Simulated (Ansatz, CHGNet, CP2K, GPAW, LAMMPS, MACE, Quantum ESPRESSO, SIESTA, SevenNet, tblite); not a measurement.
# Running amorphous 35Lu2O3-65HfO2 (mol %) (63 atoms) with tblite

Wanted: tblite inputs and outputs for amorphous 35Lu2O3-65HfO2 (mol %) (63 atoms), checked against a plane-wave reference.

Main program and level: tblite 0.8.0; the method is named at each step.

### Step 1. Set-up

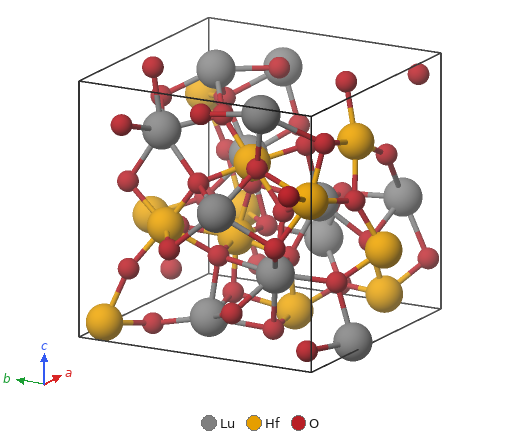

The starting structure, seen from a free direction (lutetium grey, hafnium orange, oxygen red). Bonds to atoms that aren't drawn are left out. Some periodic images of atoms are drawn too.

The cell holds 63 atoms: 12 Lu, 11 Hf and 40 O. Its edges and angles: a = 9.589 Å, b = 9.589 Å, c = 9.589 Å, α = 90.0°, β = 90.0°, γ = 90.0°. 63 atoms (12 Er, 11 Zr, 40 O) placed at random at 6.84 g/cm³, melted at 5000 K for 10 ps at fixed volume with the Morse and Coulomb pair potential with partial charges (Pedone, Malavasi, Menziani, Cormack and Segre, J. Phys. Chem. B 110, 11780 (2006)). Quenched from 5000 K to 300 K at 10 K/ps and fixed volume, held 10 ps at zero pressure, then minimised at fixed cell. Then Er was replaced by Lu, Zr was replaced by Hf and the cell scaled by 1.003 (the potential has no terms for the new elements, so the cell is a start for a DFT relaxation).

The yardstick, on the same geometry:

* method: Kohn-Sham DFT, PBE, PAW, plane waves (Ansatz 0.2.0); cutoff 420 eV, Γ point, fermi-dirac smearing of 0.05 eV; PAW set soft_2
* r.m.s. force component: 0.3687 eV/Å
* longest force: 1.432 eV/Å
* pressure: -6.964 GPa
* gap (highest filled to lowest empty level): 3.333 eV
* SCF cycles: 12
* time: 27 s on 4 threads of Arm Neoverse V1, shared host
* CPU time: 1.7 min

### Step 2. GFN1-xTB

Method: GFN1-xTB tight binding, diagonalisation.

run.py reads:

```python
import numpy as np
from ase.io import read
from tblite.ase import TBLite

atoms = read("structure.xyz")
atoms.calc = TBLite(method="GFN1-xTB", electronic_temperature=580, accuracy=1.0, max_iterations=250, mixer_damping=0.4, verbosity=1)
energy = atoms.get_potential_energy()
forces = atoms.get_forces()
print(f"energy {energy:.6f} eV")
print("forces (eV/A)")
for i, (a, f) in enumerate(zip(atoms, forces)):
    print(f"{i:4d} {a.symbol:2s} {f[0]:10.5f} {f[1]:10.5f} {f[2]:10.5f}")
stress = -atoms.get_stress(voigt=False) * 160.21766
print("stress (GPa, compression positive)")
for row in stress:
    print(" ".join(f"{x:10.4f}" for x in row))
print("charges (e)")
print(np.array2string(atoms.get_charges(), precision=4, suppress_small=True, max_line_width=110, threshold=100000))
```

structure.xyz reads:

```xyz
63
Lattice="9.58924 0.00000 0.00000 0.00000 9.58924 0.00000 0.00000 0.00000 9.58924" Properties=species:S:1:pos:R:3 pbc="T T T"
Lu 3.10548 3.22007 2.46693
Lu 9.11112 6.25871 8.32346
Lu 1.88390 3.13252 8.76083
Lu 2.89787 7.79145 7.28495
Lu 0.77232 4.35217 5.16745
Lu 9.03124 1.26252 4.15387
Lu 6.22802 3.14709 4.41393
Lu 3.93725 0.48617 0.10069
Lu 7.43751 6.75006 5.39615
Lu 6.03844 7.30355 8.85135
Lu 9.00238 4.50905 2.20620
Lu 2.93594 5.85049 0.52942
Hf 8.93612 9.42239 6.93734
Hf 5.54306 1.26540 7.10275
Hf 5.33354 9.58023 3.26533
Hf 2.30871 7.30345 3.91711
Hf 5.34562 6.08725 2.92942
Hf 7.39848 1.11379 0.94809
Hf 2.66504 1.55221 5.54335
Hf 0.77280 8.96738 0.44926
Hf 8.80494 7.74485 2.87380
Hf 5.94322 3.99967 0.28624
Hf 4.05634 4.70784 6.20548
O 0.75736 8.25653 7.93625
O 5.16841 6.10595 0.87502
O 5.92653 1.86664 9.16319
O 1.33914 4.02988 1.31958
O 9.10527 8.57460 4.89636
O 3.86485 3.72283 0.15563
O 5.54296 4.01789 2.39664
O 4.24976 7.84429 3.34425
O 1.31699 8.27772 2.41649
O 1.76394 1.16404 0.19869
O 3.46862 1.40521 7.51470
O 4.99714 8.97639 7.88168
O 3.89688 3.32334 4.59411
O 8.61162 0.38223 8.98512
O 6.82226 8.19113 3.75572
O 7.80392 3.14565 0.95029
O 2.31072 3.53133 6.56383
O 4.38200 6.10020 7.72135
O 5.55322 3.31049 6.68217
O 4.02940 1.20402 2.21042
O 8.92912 5.48715 6.29793
O 7.39944 1.02499 6.18774
O 2.48572 8.95376 5.30793
O 7.48488 6.01907 2.81530
O 0.46939 6.13146 3.64171
O 1.50302 5.40008 8.54823
O 5.99577 9.13087 1.13978
O 8.88549 0.13137 2.04759
O 4.79184 0.88796 5.12085
O 8.48389 3.45577 4.14150
O 5.58458 5.56790 4.94220
O 3.20300 5.61786 2.80006
O 6.83550 1.41950 3.04104
[... 3 atom lines left out ...]
O 9.09117 7.26673 0.79418
O 1.49103 2.33853 3.93437
O 7.18493 5.33373 8.89910
O 7.62114 7.81705 7.32791
```

Command:

```
$ OMP_NUM_THREADS=1 python run.py > output.txt
```

The log of the run:

```text
------------------------------------------------------------
  cycle        total energy    energy error   density error
------------------------------------------------------------
      1     -172.7509373692  -1.7262496E+02   1.3674762E+00
      2     -130.8321519193   4.1918785E+01   3.6874045E+00
      3     -188.6238133026  -5.7791661E+01   9.9890374E-01
      4     -206.1509494865  -1.7527136E+01   5.7148327E-01
      5     -205.0447254417   1.1062240E+00   5.9542843E-01
      6     -208.3685836049  -3.3238582E+00   4.5810346E-01
      7     -211.1829554959  -2.8143719E+00   3.0470315E-01
      8     -212.0870471427  -9.0409165E-01   2.4601793E-01
      9     -212.4083492568  -3.2130211E-01   2.0077273E-01
     10     -208.2861589209   4.1221903E+00   4.3783468E-01
     11     -211.2767906057  -2.9906317E+00   2.9374543E-01
     12     -213.3225064866  -2.0457159E+00   1.0079171E-01
     13     -213.5197536526  -1.9724717E-01   4.6740707E-02
     14     -213.5068830301   1.2870623E-02   4.1924092E-02
     15     -213.4765495855   3.0333445E-02   5.6195507E-02
     16     -213.5032574742  -2.6707889E-02   4.7995439E-02
     17     -213.5321131490  -2.8855675E-02   3.4106828E-02
     18     -213.5569408193  -2.4827670E-02   1.5934087E-02
     19     -213.5586974943  -1.7566750E-03   1.4131747E-02
     20     -213.5588087150  -1.1122069E-04   1.4031825E-02
     21     -213.5611442682  -2.3355532E-03   1.0955420E-02
     22     -213.5624987857  -1.3545174E-03   8.6588417E-03
     23     -213.5632243352  -7.2554953E-04   7.1830282E-03
     24     -213.5633373023  -1.1296709E-04   6.8889644E-03
     25     -213.5638426930  -5.0539071E-04   5.3019298E-03
     26     -213.5644398159  -5.9712288E-04   1.9397779E-03
     27     -213.5645128791  -7.3063223E-05   6.2139503E-04
     28     -213.5645146396  -1.7605264E-06   5.3463731E-04
     29     -213.5645178513  -3.2116701E-06   3.6566560E-04
     30     -213.5645202903  -2.4389716E-06   1.0640987E-04
     31     -213.5645202956  -5.3613576E-09   1.0240596E-04
     32     -213.5645204869  -1.9125991E-07   3.7258523E-05
     33     -213.5645205088  -2.1925729E-08   1.3921060E-05
------------------------------------------------------------
 total:                                   3.003 sec
energy -5811.386609 eV
forces (eV/A)
   0 Lu    0.06006   -0.24339    0.44939
   1 Lu   -0.19110    0.22182   -0.09522
   2 Lu    0.30369   -0.42491   -0.53570
   3 Lu   -0.20017    0.00269   -0.55563
   4 Lu    0.50486    0.34527    0.06735
   5 Lu    0.10453   -1.15583    0.29906
   6 Lu   -0.21955   -0.09830    0.45553
   7 Lu   -0.26277    0.34705    0.22788
   8 Lu    0.23937    0.53818   -0.51471
   9 Lu    0.36181   -0.13432    0.69939
  10 Lu   -0.45063    0.52285   -0.56660
  11 Lu    0.33962   -0.11242    0.26803
  12 Hf    0.06069    0.56894    0.00206
  13 Hf    0.60632    0.03567   -0.50892
  14 Hf   -0.57227    0.23289    0.09694
  15 Hf    0.21916    0.82549   -0.49982
  16 Hf   -0.13603    0.48679   -0.28107
  17 Hf    0.31481   -0.10000   -0.18946
  18 Hf    0.29199   -0.48838    0.10672
  19 Hf    0.24639    0.36399    0.02403
  20 Hf   -0.00253   -0.36534   -0.47388
  21 Hf    0.22465    0.01746   -0.06954
  22 Hf    0.46994   -0.23431    0.59064
  23 O    -0.05024   -0.00102   -0.38535
[...]
55 O    -0.10385   -0.08964    0.36903
  56 O    -0.13009    0.04808    0.45661
  57 O     0.17581   -0.06024    0.11643
  58 O    -0.35025    0.01338   -0.14424
  59 O    -0.30530   -0.35858    0.03301
  60 O     0.04185   -0.08751   -0.16351
  61 O    -0.33007   -0.74088    0.39887
  62 O    -0.27879   -0.07678   -0.20228
stress (GPa, compression positive)
    3.2484    -0.7438     0.9007
   -0.7438     2.3256    -0.4910
    0.9007    -0.4910     2.5644
charges (e)
[ 0.8534  0.8395  0.8519  0.8566  0.8448  0.8586  0.8627  0.8528  0.8372  0.8581  0.8395  0.8464  1.1058
  1.0957  1.1011  1.0972  1.1136  1.0877  1.1037  1.0909  1.0929  1.084   1.1109 -0.5507 -0.551  -0.5564
 -0.5514 -0.5696 -0.5662 -0.5469 -0.5469 -0.5523 -0.5549 -0.5601 -0.5636 -0.559  -0.5583 -0.5653 -0.549
 -0.535  -0.5585 -0.5646 -0.5613 -0.5442 -0.5702 -0.5579 -0.5597 -0.5566 -0.5541 -0.5636 -0.5522 -0.5508
 -0.5529 -0.5623 -0.5598 -0.5585 -0.5604 -0.5598 -0.5599 -0.5747 -0.5543 -0.5496 -0.5626]
```

Elapsed: 3.5 s, on 1 thread of Arm Neoverse V1, shared host; peak memory 0.13 GiB.

Banners, paths, timers and routine set-up lines are dropped from the logs unmarked, and long logs keep their key lines alone; longer cuts are marked.

Numbers from this run, and their distance from the reference:

```yaml
r_m_s_force_component: 0.3 eV/Å
r_m_s_difference_of_force_components: 393.4 meV/Å
longest_difference_of_force_vectors: 1423 meV/Å
force_difference_over_r_m_s_force: 106.7 %
slope_of_forces_against_the_reference_s: 0.2619
correlation_of_force_components: 0.3219
pressure: 2.713 GPa
pressure_difference: 9.677 GPa
```

Length of the force difference by element (eV/Å):

| element | atoms | mean | most |
| --- | --- | --- | --- |
| Hf | 11 | 0.42 | 0.84 |
| Lu | 12 | 0.85 | 1.4 |
| O | 40 | 0.60 | 1.3 |

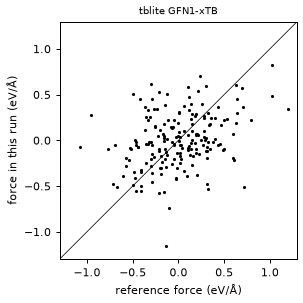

Force components against those of the reference; the line marks equality.

A closer look about Lu6, which bears the longest force: 9 atoms, nearest first, numbered in the order of the input, with positions taken from that point.

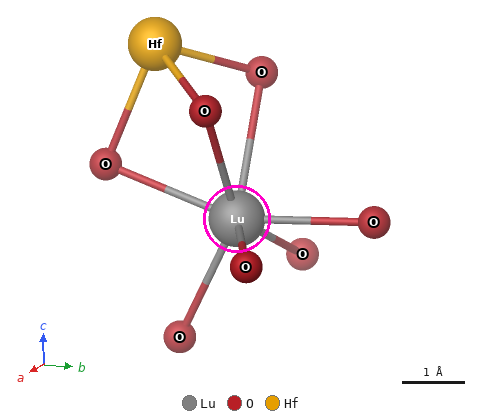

The atoms of the table, within 3.1 Å (arrows a, b, c point along x, y, z); some may hide others; the central atom is ringed.

| atom | x | y | z | distance (Å) | bonds | Mulliken charge (e) | Fx | Fy | Fz (eV/Å) |
| --- | --- | --- | --- | --- | --- | --- | --- | --- | --- |
| Lu6 | 0.00 | 0.00 | 0.00 | 0.00 | 7 | 0.86 | 0.10 | -1.16 | 0.30 |
| O53 | -0.55 | 2.19 | -0.01 | 2.26 | 4 | -0.55 | -0.06 | 0.15 | 0.25 |
| O61 | 2.05 | 1.08 | -0.22 | 2.32 | 4 | -0.55 | 0.04 | -0.09 | -0.16 |
| O51 | -0.15 | -1.13 | -2.11 | 2.40 | 4 | -0.55 | -0.01 | 0.30 | 0.16 |
| O28 | 0.07 | -2.28 | 0.74 | 2.40 | 4 | -0.57 | 0.15 | 0.13 | 0.09 |
| O57 | 1.20 | 0.03 | 2.09 | 2.41 | 3 | -0.56 | -0.13 | 0.05 | 0.46 |
| O56 | -2.20 | 0.16 | -1.11 | 2.47 | 4 | -0.56 | -0.10 | -0.09 | 0.37 |
| O45 | -1.63 | -0.24 | 2.03 | 2.62 | 3 | -0.57 | -0.31 | 0.07 | 0.38 |
| Hf13 | -0.10 | -1.43 | 2.78 | 3.13 | 6 | 1.11 | 0.06 | 0.57 | 0.00 |

Atoms are counted from 1 here, from 0 in the log.

Forces lie 107 % from the reference's, at 0.034 times its CPU time (on 1 against 4 cores).

### Step 3. Outcome

| Quantity | Value |
| --- | --- |
| force difference from the reference | tblite GFN1-xTB, 107 % |
| its CPU time | 3.5 s |

**Reading.** Tight binding differs by 107 % (tblite GFN1-xTB); it is another model, with fitted parameters of its own, and the xTB methods hold dispersion. One electronic-structure run takes under half the reference's CPU time: tblite GFN1-xTB, at 107 % in 3.5 s against 1.7 min, too far off to be of use; its pressure misses by +9.7 GPa. Periodic xTB results under one method name differ between programs and library versions. The quench rate of 10 K/ps is many orders above laboratory rates, so the cell is likely richer in defects and strain than a real sample. The network of bonds at the start is that of the classical potential that made the cell, and needn't be the one that DFT or experiment would give. The reference's pressure of -7.0 GPa belongs to a cell and atoms that aren't relaxed at this level. The electronic-structure runs sample only Γ, in a cell whose shortest periodic width is 10 Å. Spin–orbit coupling is left out, which matters for the levels of the heavy elements.

[Also dropped from logs without a mark: logging warnings of Python, and SIESTA's first energy breakdown and zero terms.]

[Logs are printed without paths, hosts, clocks, repeated set-up lines and the standing remarks that a program may print on its own settings, such as how far it seeks lower states.]

[Hosts, paths, dates, database ids (printed as entryN), source tags and the programs' standing remarks are cut or masked in the printed files.]
